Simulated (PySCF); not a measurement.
# C3H9NSi: electronic excitations at several levels of theory

Aim: compute the electronic excitations of C3H9NSi (`C=CC[SiH2]N`) at several levels, and see how far they spread and what each costs.

Computed with PySCF 2.14.0, with density-fitted response routines of our own, on a single molecule in the gas phase. Atoms count from 0, in the outputs and in this text.

## Step 1: The starting structure

14 atoms, charge 0, multiplicity 1; geometry from: GFN2-xTB. The atoms were then displaced at random by about 0.01 Å, so the start is not that level's minimum.

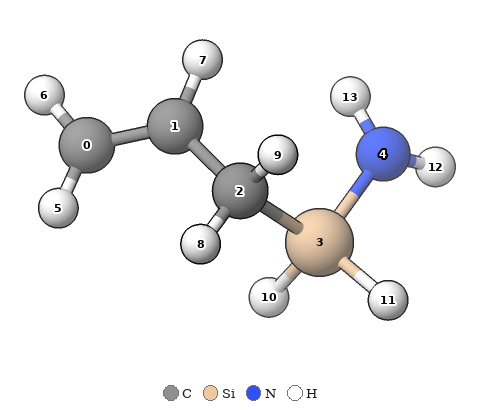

As it starts; carbon grey, silicon light orange, nitrogen blue, hydrogen white, atoms numbered.

## Step 2: Relaxing the molecule at PBE0-D3(BJ)/def2-SVP

The job: settings as JSON, then the geometry in Å.

```
{"job": {"xc": "PBE0", "basis": "def2-SVP", "d3": "d3bj", "grid": 1, "shake": 0.01, "kind": "geom"}, "charge": 0, "multiplicity": 1}
C      2.191120    -0.059880     0.894820
C      1.184730     0.540330     0.217260
C      0.445030    -0.066480    -0.932190
Si    -1.221860    -0.709700    -0.409290
N     -2.140880     0.655030     0.133230
H      2.532110    -1.007880     0.620540
H      2.663770     0.440940     1.726660
H      0.865940     1.536390     0.507800
H      1.042900    -0.884830    -1.314730
H      0.333030     0.674050    -1.702440
H     -1.079070    -1.793270     0.588140
H     -1.988700    -1.209320    -1.560330
H     -3.129370     0.553140     0.403790
H     -1.705920     1.316400     0.774160
```

Started as:

```sh
> OMP_NUM_THREADS=1 python probes_run.py task.json out
```

This one command runs all jobs of the session in turn.

What it wrote:

```text
step   0  E = -463.43070952  max force = 0.043504
step   1  E = -463.43642225  max force = 0.007867
step   2  E = -463.43673986  max force = 0.001563
step   3  E = -463.43681881  max force = 0.001308
step   4  E = -463.43685814  max force = 0.000943
step   5  E = -463.43688614  max force = 0.001001
step   6  E = -463.43693561  max force = 0.000727
step   7  E = -463.43700782  max force = 0.000661
step   8  E = -463.43702395  max force = 0.000629
step   9  E = -463.43703578  max force = 0.000456
step  10  E = -463.43703817  max force = 0.000266
optimisation converged
```

Wall time 31 s (1 thread of AMD EPYC 9R45, shared host); peak memory 0.53 GiB.

The steps of the relaxation:

```csv
step,energy from step 0 (eV),largest force component (eV/Å)
0,0.0000,2.2371
1,-0.1555,0.4045
2,-0.1641,0.0804
3,-0.1662,0.0673
4,-0.1673,0.0485
5,-0.1681,0.0515
6,-0.1694,0.0374
7,-0.1714,0.0340
8,-0.1718,0.0323
9,-0.1721,0.0234
10,-0.1722,0.0137
```

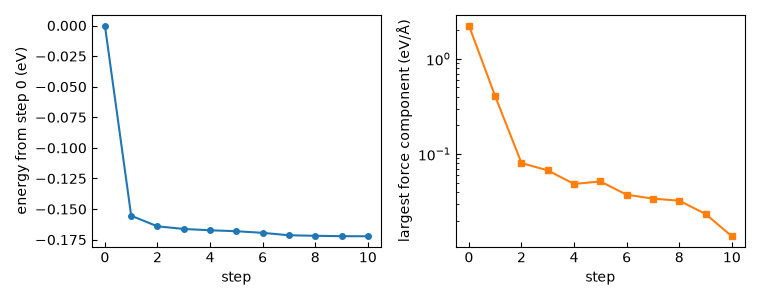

Energy and force, step by step.

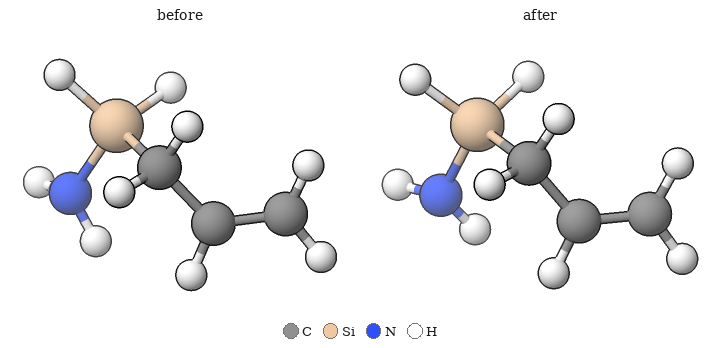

Before and after, at one scale.

Close pairs (by a distance rule), those that changed most:

```csv
bond,before (Å),after (Å),change (Å)
C0–H5,1.044,1.095,+0.051
C2–Si3,1.862,1.891,+0.030
C2–H9,1.074,1.103,+0.028
Si3–H11,1.471,1.496,+0.026
Si3–H10,1.480,1.503,+0.023
C2–H8,1.083,1.103,+0.019
C0–C1,1.354,1.336,-0.017
N4–H12,1.030,1.014,-0.016
```

The final coordinates are the input of the step that follows.

```csv
at the end point,value
point group (found at 0.08 Å tolerance),C1
"rotational constants (GHz, main isotopes)","7.227, 2.196, 1.945"
dipole moment (D),1.04
```

## Step 3: Ultraviolet spectrum: PBE0/def2-SVP

The job: settings as JSON, then the geometry in Å.

```
{"job": {"kind": "uv", "xc": "PBE0", "basis": "def2-SVP"}, "charge": 0, "multiplicity": 1}
C      2.059506    -0.025193     1.055515
C      1.193844     0.546557     0.213164
C      0.546872    -0.110565    -0.960282
Si    -1.218118    -0.637281    -0.531303
N     -2.043710     0.706015     0.195515
H      2.403089    -1.055012     0.912969
H      2.460208     0.518209     1.914914
H      0.883228     1.581721     0.406052
H      1.106579    -1.005616    -1.278896
H      0.493046     0.581054    -1.817472
H     -1.113416    -1.867137     0.326449
H     -1.992903    -0.998815    -1.759262
H     -3.057651     0.713827     0.170951
H     -1.718159     1.040370     1.097005
```

Method: TDDFT PBE0/def2-SVP, vertical, gas phase, core orbitals frozen in the response.

What it wrote:

```text
coarse grid: 11528 points
cycle   1  E = -463.3154366719  dE =  2.214e-01  |g| = 4.752e-01  |ddm| = 3.551e+00
cycle   2  E = -463.2902223060  dE =  2.521e-02  |g| = 5.792e-01  |ddm| = 1.000e+00
cycle   3  E = -463.3701064177  dE = -7.988e-02  |g| = 5.370e-02  |ddm| = 5.879e-01
cycle   4  E = -463.3707011417  dE = -5.947e-04  |g| = 2.345e-02  |ddm| = 7.371e-02
cycle   5  E = -463.3708402156  dE = -1.391e-04  |g| = 3.709e-03  |ddm| = 2.493e-02
cycle   6  E = -463.3708432976  dE = -3.082e-06  |g| = 1.710e-03  |ddm| = 5.250e-03
final grid: 104896 points
cycle   7  E = -463.4271086424  dE = -1.566e-05  |g| = 7.141e-03  |ddm| = 1.879e-02
cycle   8  E = -463.4271009213  dE =  7.721e-06  |g| = 9.199e-03  |ddm| = 1.472e-02
cycle   9  E = -463.4271212071  dE = -2.029e-05  |g| = 8.769e-04  |ddm| = 8.299e-03
cycle  10  E = -463.4271214084  dE = -2.013e-07  |g| = 1.618e-04  |ddm| = 9.583e-04
cycle  11  E = -463.4271214139  dE = -5.518e-09  |g| = 8.594e-05  |ddm| = 2.278e-04
cycle  12  E = -463.4271214157  dE = -1.788e-09  |g| = 1.433e-05  |ddm| = 8.428e-05
cycle  13  E = -463.4271214158  dE = -5.889e-11  |g| = 3.041e-06  |ddm| = 1.962e-05
converged SCF energy = -463.4271214158

Static polarisability (au): isotropic 63.278, principal 49.967 58.990 80.876

Singlet excitations
state   eV       nm        f      main configurations
  1   6.2317    199.0   0.06833   H->L 0.66, H-1->L 0.27
  2   6.9300    178.9   0.21919   H-1->L 0.64, H->L 0.21, H->L+1 0.08
  3   7.1680    173.0   0.08233   H->L+1 0.68, H-1->L+1 0.22
  4   7.5254    164.8   0.04301   H->L+2 0.88
  5   7.7623    159.7   0.06229   H-1->L+1 0.54, H->L+1 0.12, H->L+3 0.10
  6   7.9687    155.6   0.02679   H-1->L+2 0.59, H->L+3 0.17
  7   8.0956    153.2   0.00385   H-2->L 0.40, H-3->L 0.30, H-4->L 0.14
  8   8.1565    152.0   0.00579   H->L+3 0.63, H-1->L+2 0.15, H-2->L 0.10
  9   8.4193    147.3   0.00253   H-2->L 0.39, H-3->L 0.37, H-4->L 0.12
 10   8.4662    146.4   0.03622   H->L+4 0.71

Triplet excitations (Tamm-Dancoff, eV): 4.1589 6.0392 6.9235 7.1490
```

Run time: 6.5 s. Hardware: 1 thread of AMD EPYC 9R45, shared host; peak memory 0.65 GiB.

Frontier orbitals and where they lie:

```csv
orbital,eV,atoms
HOMO−3,-9.52,"C2 20 %, Si3 16 %, C1 16 %"
HOMO−2,-9.16,"Si3 30 %, H11 28 %, H10 11 %"
HOMO−1,-7.36,"N4 52 %, C0 14 %, C1 12 %"
HOMO,-6.82,"C0 31 %, N4 21 %, C1 17 %"
LUMO,0.33,"C0 35 %, C1 32 %, Si3 15 %"
LUMO+1,1.57,"Si3 27 %, H12 18 %, H13 16 %"
LUMO+2,1.96,"Si3 44 %, H9 14 %, C2 12 %"
```

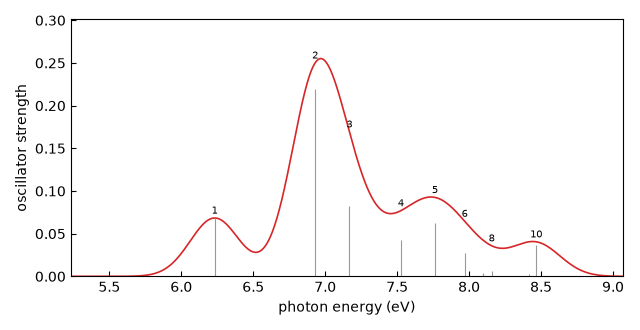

Absorption spectrum from the 10 singlet states computed; above the last one it falls off for lack of states. Lines are broadened to a width of 0.40 eV (Gaussian).

Ground-state properties from the same run:

```csv
property,computed
dipole moment (D),1.04
polarisability (Å³),9.38
HOMO–LUMO gap (eV),7.15
−ε(HOMO) (eV),6.82
```

## Step 4: Excited states and response: PBE0/def2-TZVP

Same as in step 3 but for these lines:

```diff
@@ -1,2 +1,2 @@
-{"job": {"kind": "uv", "xc": "PBE0", "basis": "def2-SVP"}, "charge": 0, "multiplicity": 1}
+{"job": {"kind": "uv", "xc": "PBE0", "basis": "def2-TZVP"}, "charge": 0, "multiplicity": 1}
 C      2.059506    -0.025193     1.055515
```

Method: TDDFT PBE0/def2-TZVP, vertical, gas phase, core orbitals frozen in the response.

What it wrote:

```text
coarse grid: 11528 points
cycle   1  E = -463.6736555543  dE =  2.367e-01  |g| = 5.214e-01  |ddm| = 2.608e+00
cycle   2  E = -463.6366600444  dE =  3.700e-02  |g| = 6.614e-01  |ddm| = 9.490e-01
cycle   3  E = -463.7361139061  dE = -9.945e-02  |g| = 6.368e-02  |ddm| = 5.827e-01
cycle   4  E = -463.7368157209  dE = -7.018e-04  |g| = 3.146e-02  |ddm| = 6.672e-02
cycle   5  E = -463.7370436797  dE = -2.280e-04  |g| = 6.104e-03  |ddm| = 2.550e-02
cycle   6  E = -463.7370508255  dE = -7.146e-06  |g| = 3.096e-03  |ddm| = 5.955e-03
final grid: 104896 points
cycle   7  E = -463.7245868204  dE = -3.718e-05  |g| = 8.887e-03  |ddm| = 4.456e-02
cycle   8  E = -463.7245669972  dE =  1.982e-05  |g| = 1.279e-02  |ddm| = 1.466e-02
cycle   9  E = -463.7246040741  dE = -3.708e-05  |g| = 1.315e-03  |ddm| = 8.308e-03
cycle  10  E = -463.7246044922  dE = -4.181e-07  |g| = 3.322e-04  |ddm| = 1.047e-03
cycle  11  E = -463.7246045179  dE = -2.577e-08  |g| = 1.202e-04  |ddm| = 3.235e-04
cycle  12  E = -463.7246045210  dE = -3.101e-09  |g| = 2.782e-05  |ddm| = 1.010e-04
cycle  13  E = -463.7246045212  dE = -2.001e-10  |g| = 3.316e-06  |ddm| = 2.712e-05
converged SCF energy = -463.7246045212

Static polarisability (au): isotropic 71.049, principal 59.418 65.476 88.254

Singlet excitations
state   eV       nm        f      main configurations
  1   6.0598    204.6   0.08698   H->L 0.67, H-1->L 0.23
  2   6.5898    188.1   0.09009   H-1->L 0.65, H->L+1 0.14, H->L 0.14
  3   6.7441    183.8   0.15595   H->L+1 0.63, H-1->L+1 0.16, H->L 0.15
  4   7.0642    175.5   0.01144   H->L+2 0.87, H-1->L+1 0.08
  5   7.2752    170.4   0.09934   H-1->L+1 0.63, H->L+1 0.11, H-1->L 0.08
  6   7.5961    163.2   0.01192   H-1->L+2 0.80
  7   7.8081    158.8   0.00614   H->L+4 0.79
  8   7.9015    156.9   0.01597   H-2->L 0.43, H->L+3 0.24, H-3->L 0.19
  9   7.9379    156.2   0.03298   H->L+3 0.50, H-2->L 0.20
 10   8.1364    152.4   0.02211   H->L+5 0.29, H-1->L+3 0.20, H-3->L 0.13

Triplet excitations (Tamm-Dancoff, eV): 4.1306 5.8629 6.5486 6.7947
```

It took 16 s on 1 thread of AMD EPYC 9R45, shared host; peak memory 0.86 GiB.

In short: HOMO -6.93 eV, LUMO 0.05 eV; lowest singlet 6.06 eV.

## Step 5: Ultraviolet spectrum: PBE0/aug-cc-pVDZ

Same as in step 4 but for these lines:

```diff
@@ -1,2 +1,2 @@
-{"job": {"kind": "uv", "xc": "PBE0", "basis": "def2-TZVP"}, "charge": 0, "multiplicity": 1}
+{"job": {"kind": "uv", "xc": "PBE0", "basis": "aug-cc-pVDZ"}, "charge": 0, "multiplicity": 1}
 C      2.059506    -0.025193     1.055515
```

Method: TDDFT PBE0/aug-cc-pVDZ, vertical, gas phase, core orbitals frozen in the response.

What it wrote:

```text
coarse grid: 11528 points
cycle   1  E = -463.5935098355  dE =  2.813e-01  |g| = 4.901e-01  |ddm| = 9.219e+00
cycle   2  E = -463.5559550224  dE =  3.755e-02  |g| = 6.314e-01  |ddm| = 2.342e+00
cycle   3  E = -463.6520124804  dE = -9.606e-02  |g| = 6.170e-02  |ddm| = 1.139e+00
cycle   4  E = -463.6528064855  dE = -7.940e-04  |g| = 2.607e-02  |ddm| = 1.630e-01
cycle   5  E = -463.6529767024  dE = -1.702e-04  |g| = 5.269e-03  |ddm| = 7.154e-02
cycle   6  E = -463.6529822195  dE = -5.517e-06  |g| = 2.925e-03  |ddm| = 1.416e-02
final grid: 104896 points
cycle   7  E = -463.6639332891  dE = -1.800e-05  |g| = 8.204e-03  |ddm| = 1.647e-01
cycle   8  E = -463.6639164542  dE =  1.683e-05  |g| = 1.175e-02  |ddm| = 4.212e-02
cycle   9  E = -463.6639497619  dE = -3.331e-05  |g| = 1.166e-03  |ddm| = 2.246e-02
cycle  10  E = -463.6639501242  dE = -3.623e-07  |g| = 2.075e-04  |ddm| = 2.630e-03
cycle  11  E = -463.6639501341  dE = -9.907e-09  |g| = 1.034e-04  |ddm| = 5.770e-04
cycle  12  E = -463.6639501365  dE = -2.423e-09  |g| = 2.290e-05  |ddm| = 2.282e-04
cycle  13  E = -463.6639501367  dE = -1.514e-10  |g| = 3.176e-06  |ddm| = 6.119e-05
converged SCF energy = -463.6639501367

Static polarisability (au): isotropic 76.613, principal 66.324 70.472 93.043

Singlet excitations
state   eV       nm        f      main configurations
  1   5.6563    219.2   0.03663   H->L 0.81, H-1->L 0.13
  2   6.0526    204.8   0.02284   H-1->L 0.49, H->L+2 0.27, H->L+1 0.14
  3   6.2107    199.6   0.04956   H->L+2 0.48, H->L+1 0.43
  4   6.2998    196.8   0.14655   H->L+1 0.29, H-1->L 0.27, H->L+2 0.22
  5   6.5402    189.6   0.01433   H->L+3 0.74, H-1->L+1 0.08
  6   6.5999    187.9   0.04007   H->L+4 0.86
  7   6.7839    182.8   0.11491   H-1->L+1 0.62, H->L+3 0.12
  8   6.8697    180.5   0.00414   H-1->L+2 0.83
  9   6.9273    179.0   0.03702   H->L+5 0.67, H-1->L+3 0.10
 10   7.0349    176.2   0.00313   H->L+6 0.58, H-1->L+3 0.25

Triplet excitations (Tamm-Dancoff, eV): 4.1274 5.4852 5.9101 6.1530
```

Run time: 14 s. Hardware: 1 thread of AMD EPYC 9R45, shared host; peak memory 0.83 GiB.

Key values: HOMO -6.94 eV, LUMO -0.30 eV; lowest singlet 5.66 eV.

## Step 6: TDDFT and polarisability: PBE0/def2-TZVPD

Same as in step 5 but for these lines:

```diff
@@ -1,2 +1,2 @@
-{"job": {"kind": "uv", "xc": "PBE0", "basis": "aug-cc-pVDZ"}, "charge": 0, "multiplicity": 1}
+{"job": {"kind": "uv", "xc": "PBE0", "basis": "def2-TZVPD"}, "charge": 0, "multiplicity": 1}
 C      2.059506    -0.025193     1.055515
```

Level: TDDFT PBE0/def2-TZVPD, vertical, gas phase, core orbitals frozen in the response.

What it wrote:

```text
coarse grid: 11528 points
cycle   1  E = -463.6755031590  dE =  2.359e-01  |g| = 5.197e-01  |ddm| = 3.445e+00
cycle   2  E = -463.6356700754  dE =  3.983e-02  |g| = 6.683e-01  |ddm| = 1.348e+00
cycle   3  E = -463.7376233040  dE = -1.020e-01  |g| = 6.641e-02  |ddm| = 6.576e-01
cycle   4  E = -463.7383899221  dE = -7.666e-04  |g| = 3.242e-02  |ddm| = 8.970e-02
cycle   5  E = -463.7386330044  dE = -2.431e-04  |g| = 6.323e-03  |ddm| = 4.174e-02
cycle   6  E = -463.7386406132  dE = -7.609e-06  |g| = 3.218e-03  |ddm| = 8.912e-03
cycle   7  E = -463.7386432716  dE = -2.658e-06  |g| = 5.003e-04  |ddm| = 3.202e-03
final grid: 104896 points
cycle   8  E = -463.7261682389  dE = -4.293e-05  |g| = 7.910e-03  |ddm| = 2.008e-01
cycle   9  E = -463.7261578223  dE =  1.042e-05  |g| = 1.039e-02  |ddm| = 1.848e-02
cycle  10  E = -463.7261823146  dE = -2.449e-05  |g| = 1.066e-03  |ddm| = 8.800e-03
cycle  11  E = -463.7261825646  dE = -2.500e-07  |g| = 3.300e-04  |ddm| = 1.341e-03
cycle  12  E = -463.7261825903  dE = -2.572e-08  |g| = 1.116e-04  |ddm| = 4.197e-04
cycle  13  E = -463.7261825930  dE = -2.738e-09  |g| = 3.197e-05  |ddm| = 1.226e-04
cycle  14  E = -463.7261825933  dE = -2.673e-10  |g| = 3.822e-06  |ddm| = 5.643e-05
converged SCF energy = -463.7261825933

Static polarisability (au): isotropic 75.928, principal 65.580 69.929 92.277

Singlet excitations
state   eV       nm        f      main configurations
  1   5.8521    211.9   0.06013   H->L 0.72, H-1->L 0.17, H->L+1 0.09
  2   6.2763    197.5   0.02361   H-1->L 0.53, H->L+1 0.24, H->L+2 0.12
  3   6.4841    191.2   0.21492   H->L+1 0.54, H->L 0.19, H-1->L+1 0.14
  4   6.5027    190.7   0.00919   H->L+2 0.84, H-1->L 0.11
  5   6.8612    180.7   0.02489   H->L+3 0.51, H-1->L+1 0.33
  6   7.0336    176.3   0.08104   H->L+4 0.37, H->L+3 0.23, H-1->L+1 0.21
  7   7.0760    175.2   0.07450   H->L+4 0.38, H-1->L+1 0.20, H->L+3 0.16
  8   7.1911    172.4   0.01849   H-1->L+2 0.67, H->L+4 0.23
  9   7.2504    171.0   0.02152   H->L+5 0.84
 10   7.4458    166.5   0.00177   H-1->L+3 0.80

Triplet excitations (Tamm-Dancoff, eV): 4.1213 5.6666 6.1310 6.3850
```

Run time: 22 s. Hardware: 1 thread of AMD EPYC 9R45, shared host; peak memory 1 GiB.

In short: HOMO -6.96 eV, LUMO -0.13 eV; lowest singlet 5.85 eV.

## Step 7: Ultraviolet spectrum: PBE0/6-31+G*

Same as in step 6 but for these lines:

```diff
@@ -1,2 +1,2 @@
-{"job": {"kind": "uv", "xc": "PBE0", "basis": "def2-TZVPD"}, "charge": 0, "multiplicity": 1}
+{"job": {"kind": "uv", "xc": "PBE0", "basis": "6-31+G*"}, "charge": 0, "multiplicity": 1}
 C      2.059506    -0.025193     1.055515
```

Method: TDDFT PBE0/6-31+G*, vertical, gas phase, core orbitals frozen in the response.

What it wrote:

```text
coarse grid: 11528 points
cycle   1  E = -463.6189547373  dE =  2.650e-01  |g| = 4.902e-01  |ddm| = 3.474e+00
cycle   2  E = -463.5848079392  dE =  3.415e-02  |g| = 6.189e-01  |ddm| = 1.497e+00
cycle   3  E = -463.6781473500  dE = -9.334e-02  |g| = 6.192e-02  |ddm| = 8.399e-01
cycle   4  E = -463.6789337537  dE = -7.864e-04  |g| = 2.558e-02  |ddm| = 1.030e-01
cycle   5  E = -463.6790996794  dE = -1.659e-04  |g| = 4.638e-03  |ddm| = 3.530e-02
cycle   6  E = -463.6791035687  dE = -3.889e-06  |g| = 2.762e-03  |ddm| = 1.037e-02
final grid: 104896 points
cycle   7  E = -463.6263962022  dE = -1.436e-05  |g| = 8.259e-03  |ddm| = 5.572e-02
cycle   8  E = -463.6263800227  dE =  1.618e-05  |g| = 1.170e-02  |ddm| = 1.997e-02
cycle   9  E = -463.6264132123  dE = -3.319e-05  |g| = 1.150e-03  |ddm| = 1.121e-02
cycle  10  E = -463.6264135654  dE = -3.532e-07  |g| = 1.853e-04  |ddm| = 1.557e-03
cycle  11  E = -463.6264135727  dE = -7.294e-09  |g| = 1.032e-04  |ddm| = 3.604e-04
cycle  12  E = -463.6264135752  dE = -2.462e-09  |g| = 1.835e-05  |ddm| = 1.529e-04
cycle  13  E = -463.6264135753  dE = -9.618e-11  |g| = 2.372e-06  |ddm| = 5.279e-05
converged SCF energy = -463.6264135753

Static polarisability (au): isotropic 69.800, principal 59.301 64.117 85.981

Singlet excitations
state   eV       nm        f      main configurations
  1   5.7433    215.9   0.04723   H->L 0.76, H-1->L 0.16
  2   6.1773    200.7   0.02708   H-1->L 0.57, H->L+2 0.19, H->L+1 0.14
  3   6.3677    194.7   0.03506   H->L+2 0.60, H->L+1 0.32
  4   6.4034    193.6   0.18850   H->L+1 0.37, H->L+2 0.19, H->L 0.15
  5   6.8147    181.9   0.03501   H->L+3 0.42, H-1->L+1 0.40
  6   6.8927    179.9   0.06747   H->L+4 0.60, H->L+3 0.19, H-1->L+2 0.12
  7   6.9824    177.6   0.12396   H-1->L+1 0.33, H->L+3 0.26, H-1->L+2 0.18
  8   7.0355    176.2   0.00471   H-1->L+2 0.64, H->L+4 0.25
  9   7.2241    171.6   0.01750   H->L+5 0.73, H-1->L+3 0.17
 10   7.4009    167.5   0.00103   H-1->L+3 0.55, H->L+6 0.23

Triplet excitations (Tamm-Dancoff, eV): 4.1330 5.5570 6.0325 6.2684
```

Wall time 6.1 s (1 thread of AMD EPYC 9R45, shared host); peak memory 0.64 GiB.

In short: HOMO -6.90 eV, LUMO -0.15 eV; lowest singlet 5.74 eV.

## Step 8: Side by side: electronic excitations

Excitations and ground-state properties, with basis size and wall time:

```csv
run,lowest singlet (eV),brightest (eV),f,gap (eV),α (Å³),μ (D),functions,time
PBE0/def2-SVP,6.23,6.93,0.219,7.15,9.38,1.04,119,6.5 s
PBE0/def2-TZVP,6.06,6.74,0.156,6.98,10.53,0.90,215,16 s
PBE0/aug-cc-pVDZ,5.66,6.30,0.147,6.64,11.35,0.77,200,14 s
PBE0/def2-TZVPD,5.85,6.48,0.215,6.83,11.25,0.80,272,22 s
PBE0/6-31+G*,5.74,6.40,0.189,6.75,10.34,0.86,112,6.1 s
```

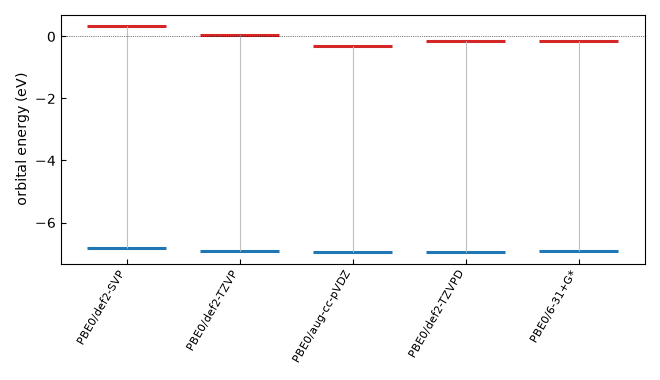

HOMO (blue) and LUMO (red) run by run.

## Step 9: Results

| quantity | value |
| --- | --- |
| point group | C1 |
| rotational constants (main isotopes) | 7.23, 2.20, 1.95 GHz |
| lowest singlet (PBE0/def2-SVP) | 6.23 eV (199 nm), f = 0.068 |
| brightest single state of those computed | state 2, 6.93 eV, f = 0.219 |
| lowest triplet | 4.16 eV |
| range of the lowest singlet | 5.66 to 6.23 eV |

In words: Single values in the summary come from the first run of each kind that ended normally (PBE0/def2-SVP), which need not be the best level. Relaxing lowered the energy by 0.172 eV in 10 steps; the close pair that moved most is C0–H5, from 1.044 to 1.095 Å. The lowest singlet, at 6.23 eV, is HOMO→LUMO 0.66, HOMO−1→LUMO 0.27 and is bright; of the 10 states computed, the strongest absorption comes from state 2 at 6.93 eV. The lowest triplet lies 2.07 eV below the lowest singlet (triplets in Tamm-Dancoff, singlets in full TDDFT). States above −ε(HOMO) lie where TDDFT describes them poorly and they hang on the basis; the brightest is among them. The basis of PBE0/def2-SVP has no diffuse functions, so Rydberg states are missing and the high states are unreliable. The lowest singlet runs from 5.66 eV (PBE0/aug-cc-pVDZ) to 6.23 eV (PBE0/def2-SVP), while the orbital gap spans 6.64 to 7.15 eV. The lowest state need not be the same one in every run.
